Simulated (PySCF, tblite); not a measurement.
# 2-thiazolecarboxaldehyde (C₄H₃NOS): isotopologues and vibrational averages

Aim: rotational constants, zero-point energies and shieldings of isotopologues of 2-thiazolecarboxaldehyde (C₄H₃NOS) (`O=Cc1nccs1`).

Computed with tblite 0.8.0 (tight binding) and PySCF 2.14.0 (DFT, with response routines of our own); each step states its level. Atoms count from 0 throughout.

## (1) The starting structure

10 atoms, charge 0, multiplicity 1; geometry from: force field or distance geometry start.

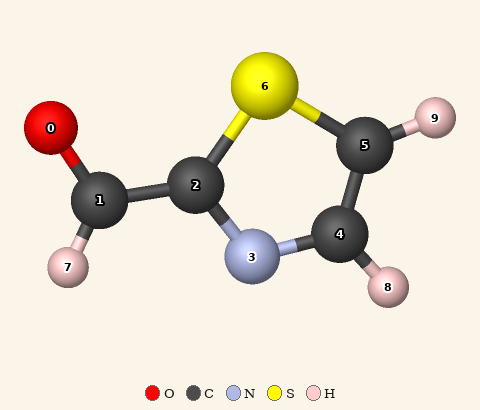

The starting geometry (oxygen red, carbon dark grey, nitrogen light blue, sulfur yellow, hydrogen pink), atoms numbered.

## (2) GFN2-xTB relaxation, lowest of a short conformer search

Job settings and geometry (Å):

```
{"job": {"xc": "GFN2-xTB", "basis": "xTB", "kind": "relax"}, "charge": 0, "multiplicity": 1}
O      2.872200    -1.049600     0.388300
C      2.168700    -0.070300    -0.157300
C      0.749900    -0.132500     0.022200
N     -0.073000     0.841400    -0.513600
C     -1.367200     0.680500    -0.280800
C     -1.777300    -0.427700     0.362300
S     -0.310300    -1.311100     0.778800
H      2.672600     0.759800    -0.622900
H     -2.075900     1.410400    -0.684100
H     -2.824300    -0.682400     0.617100
```

Command:

```
> OMP_NUM_THREADS=1 python ens_run.py task.json out
```

One launch serves the whole session.

What it wrote:

```text
step      E/eV     max force
  0    -551.13195    6.837
  1    -551.70725    5.156
  2    -551.87300    1.671
  3    -551.93487    0.878
  4    -552.00432    0.964
  5    -552.02943    0.562
  6    -552.05772    0.376
  7    -552.07180    0.463
  8    -552.07927    0.242
  9    -552.08161    0.116
 10    -552.08265    0.083
 11    -552.08313    0.075
 12    -552.08353    0.067
 13    -552.08390    0.066
 14    -552.08422    0.052
 15    -552.08442    0.050
 16    -552.08454    0.036
 17    -552.08464    0.035
 18    -552.08474    0.040
 19    -552.08486    0.045
 20    -552.08499    0.044
 21    -552.08514    0.046
 22    -552.08528    0.041
 23    -552.08535    0.025
 24    -552.08539    0.016
 25    -552.08541    0.011
 26    -552.08542    0.011
 27    -552.08543    0.006
 28    -552.08543    0.003
```

Wall time 0.23 s (1 thread of Arm Neoverse N1, shared host).

Relaxing gained 0.953 eV and moved the atoms by 0.10 Å on average (rms).

## (3) Tight optimisation and Hessian

Job settings and geometry (Å):

```
{"job": {"xc": "PBE0", "basis": "pcSseg-1", "grid": 2, "temperatures": [100, 350], "kind": "geom"}, "charge": 0, "multiplicity": 1}
O      2.776045    -1.036811     0.381652
C      2.111799    -0.145393    -0.081858
C      0.665080    -0.066636    -0.018869
N     -0.044139     0.893378    -0.526061
C     -1.353626     0.714821    -0.323632
C     -1.683428    -0.422586     0.365905
S     -0.286096    -1.309269     0.778870
H      2.557921     0.716084    -0.610783
H     -2.049098     1.443959    -0.697907
H     -2.658926    -0.768930     0.642571
```

What it wrote:

```text
step   0  E = -18554.5727593 eV  max force = 0.77144
step   1  E = -18554.5995084 eV  max force = 0.18039
step   2  E = -18554.6005820 eV  max force = 0.02492
step   3  E = -18554.6006077 eV  max force = 0.00279
step   4  E = -18554.6006080 eV  max force = 0.00031
step   5  E = -18554.6006080 eV  max force = 0.00031
step   6  E = -18554.6006080 eV  max force = 0.00006
harmonic wavenumbers (cm-1): 137.2 177.9 279.3 481.5 511.3 642.1 657.9 698.2 775.6 798.9 910.0 927.5 1020.5 1091.7 1187.3 1272.0 1362.3 1381.6 1462.6 1560.5 1815.2 2982.4 3238.7 3272.1
```

Run time: 19 min. Hardware: 1 thread of Arm Neoverse N1, shared host; peak memory 0.73 GiB.

## (4) Displacements along the modes, parent

Job settings and geometry (Å):

```
{"job": {"xc": "PBE0", "basis": "pcSseg-1", "grid": 2, "temperatures": [100, 350], "kind": "vib", "mass_numbers": [16, 12, 12, 14, 12, 12, 32, 1, 1, 1]}, "charge": 0, "multiplicity": 1}
O      2.774600    -1.041778     0.390643
C      2.124888    -0.143774    -0.083699
C      0.659604    -0.073707    -0.014319
N     -0.031872     0.903536    -0.531781
C     -1.358142     0.714312    -0.321761
C     -1.685810    -0.423325     0.365834
S     -0.279609    -1.305151     0.773892
H      2.577346     0.716395    -0.618874
H     -2.071445     1.443347    -0.692921
H     -2.674029    -0.771237     0.642876
```

What it wrote:

```text
mode    cm-1    km/mol   phi_rrr   E(+)/cm-1  E(-)/cm-1
  1    137.15     3.11       0.2      26.42      26.42
  2    177.88     9.02     -11.9      31.90      32.76
  3    279.29    15.60      -0.1      51.69      51.72
  4    481.50     0.30     -28.1      85.67      87.68
  5    511.30     4.57       0.2      92.07      92.12
  6    642.12     8.78       0.3     115.71     115.65
  7    657.86    47.97    -145.9     113.38     123.89
  8    698.21    14.02      18.9     126.37     125.01
  9    775.63    52.96      -0.6     144.13     144.14
 10    798.87    37.61     -76.3     141.14     146.64
 11    910.00     1.69      95.2     167.31     160.44
 12    927.49     1.64       0.0     169.34     169.42
 13   1020.47     0.18      -0.0     185.20     185.21
 14   1091.72     6.16     -53.2     195.58     199.38
 15   1187.33    21.75      67.9     216.38     211.50
 16   1272.00    56.10      31.0     230.16     227.91
 17   1362.31     0.90     -55.7     243.49     247.51
 18   1381.58     0.93     -89.0     245.67     252.11
 19   1462.65    66.20     238.9     272.20     255.01
 20   1560.46    36.79     208.6     288.77     273.74
 21   1815.20   254.81    -565.2     307.31     347.96
 22   2982.44    63.33   -1954.2     472.59     612.81
 23   3238.73     3.61   -1711.6     526.26     649.15
 24   3272.11     3.22   -1774.5     530.02     657.40
```

Run time: 20 min. Hardware: 1 thread of Arm Neoverse N1, shared host; peak memory 0.7 GiB.

## (5) Displacements along the modes, 33S at atom 6

The job, as its differences from that of step 4:

```diff
@@ -1,2 +1,2 @@
-{"job": {"xc": "PBE0", "basis": "pcSseg-1", "grid": 2, "temperatures": [100, 350], "kind": "vib", "mass_numbers": [16, 12, 12, 14, 12, 12, 32, 1, 1, 1]}, "charge": 0, "multiplicity": 1}
+{"job": {"xc": "PBE0", "basis": "pcSseg-1", "grid": 2, "temperatures": [100, 350], "kind": "vib", "mass_numbers": [16, 12, 12, 14, 12, 12, 33, 1, 1, 1]}, "charge": 0, "multiplicity": 1}
 O      2.774600    -1.041778     0.390643
```

What it wrote:

```text
mode    cm-1    km/mol   phi_rrr   E(+)/cm-1  E(-)/cm-1
  1    136.91     3.08       0.2      26.38      26.38
  2    177.13     8.93     -11.8      31.77      32.62
  3    279.20    15.62      -0.1      51.68      51.70
  4    479.90     0.29     -27.2      85.41      87.37
  5    510.33     4.54       0.2      91.90      91.95
  6    642.10     8.79       0.3     115.71     115.64
  7    654.44    45.83    -145.5     112.78     123.26
  8    695.78    15.10      18.2     125.91     124.60
  9    775.62    52.95      -0.6     144.13     144.14
 10    797.08    38.76     -77.1     140.79     146.34
 11    908.96     1.57      91.9     167.00     160.37
 12    927.49     1.64       0.0     169.34     169.42
 13   1020.47     0.18       0.0     185.21     185.20
 14   1091.63     6.17      53.2     199.36     195.56
 15   1187.26    21.79      68.1     216.37     211.48
 16   1271.96    56.08      31.2     230.16     227.90
 17   1362.28     0.91     -55.6     243.49     247.50
 18   1381.49     0.93     -88.7     245.67     252.09
 19   1462.65    66.20     238.9     272.20     255.01
 20   1560.45    36.80     208.6     288.77     273.74
 21   1815.20   254.80    -565.2     307.31     347.96
 22   2982.44    63.33    1954.2     612.81     472.59
 23   3238.73     3.61    1711.7     649.15     526.26
 24   3272.11     3.22   -1774.5     530.02     657.40
```

Run time: 20 min. Hardware: 1 thread of Arm Neoverse N1, shared host; peak memory 0.7 GiB.

## (6) Vibrational averages by isotopologue

Job settings and geometry (Å):

```
{"job": {"xc": "PBE0", "basis": "pcSseg-1", "grid": 2, "temperatures": [100, 350], "kind": "iso"}, "charge": 0, "multiplicity": 1}
O      2.774600    -1.041778     0.390643
C      2.124888    -0.143774    -0.083699
C      0.659604    -0.073707    -0.014319
N     -0.031872     0.903536    -0.531781
C     -1.358142     0.714312    -0.321761
C     -1.685810    -0.423325     0.365834
S     -0.279609    -1.305151     0.773892
H      2.577346     0.716395    -0.618874
H     -2.071445     1.443347    -0.692921
H     -2.674029    -0.771237     0.642876
```

What it wrote:

```text
parent
  Be/MHz 5127.341 1967.316 1421.788
  B0/MHz 5098.718 1956.313 1413.64
  ZPE/cm-1 14322.1
  <sigma>(0 K)/ppm -351.775 -6.044 9.220 -125.611 32.456 47.298 204.595 20.960 22.857 23.480
33S at atom 6
  Be/MHz 5059.052 1966.317 1415.968
  B0/MHz 5030.939 1955.33 1407.864
  ZPE/cm-1 14315.8
  <sigma>(0 K)/ppm -351.770 -6.045 9.225 -125.610 32.455 47.304 204.638 20.960 22.857 23.480
```

Run time: 60 min. Hardware: 1 thread of Arm Neoverse N1, shared host; peak memory 0.73 GiB. This counts the whole study up to here.

Rotational constants (MHz) at equilibrium and in the ground state:

```
 isotopologue                      Be                      B0  zero-point change (cm⁻¹)
       parent  5127.3, 1967.3, 1421.8  5098.7, 1956.3, 1413.6                       0.0
33S at atom 6  5059.1, 1966.3, 1416.0  5030.9, 1955.3, 1407.9                      -6.3
```

Shieldings of the first species (ppm): at equilibrium, the vibrational parts at 0 K, and the averages:

```
atom  equilibrium  anharmonic  harmonic      0 K    100 K    350 K
  O0      -333.52        2.87    -21.13  -351.77  -352.14  -355.40
  C1        -3.15        0.63     -3.53    -6.04    -6.07    -6.33
  C2        12.11       -1.33     -1.56     9.22     9.17     8.63
  N3      -118.75       -2.00     -4.87  -125.61  -125.63  -126.05
  C4        35.54       -0.97     -2.11    32.46    32.47    32.41
  C5        51.08       -1.31     -2.47    47.30    47.28    46.97
  S6       221.78       -5.65    -11.54   204.60   204.47   201.86
  H7        21.43       -0.02     -0.45    20.96    20.96    20.94
  H8        23.29       -0.09     -0.34    22.86    22.86    22.86
  H9        23.87       -0.08     -0.31    23.48    23.48    23.47
```

Isotope effects on the shieldings at 0 K (ppb; positive means more shielded):

```
atom  33S at atom 6
  O0              5
  C1             -1
  C2              6
  N3              0
  C4             -2
  C5              7
  S6             42
  H7              0
  H8              0
  H9              0
```

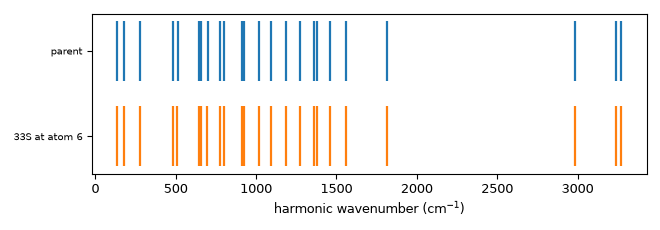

Harmonic wavenumbers of each isotopologue.

## (7) Outcome

```
                  quantity                       value
               point group                          Cs
   B0 of the first species  5098.7, 1956.3, 1413.6 MHz
         zero-point energy                  14322 cm⁻¹
zero-point change of σ(O0)                  -18.26 ppm
```

Zero-point motion changes the shielding of O0 most, by -18.26 ppm. The largest secondary isotope effect is 7 ppb on C5, 1 bond from the change (33S at atom 6). The job flags a low mode; perturbation theory is less sure for low modes. Internal rotors are held in one well.
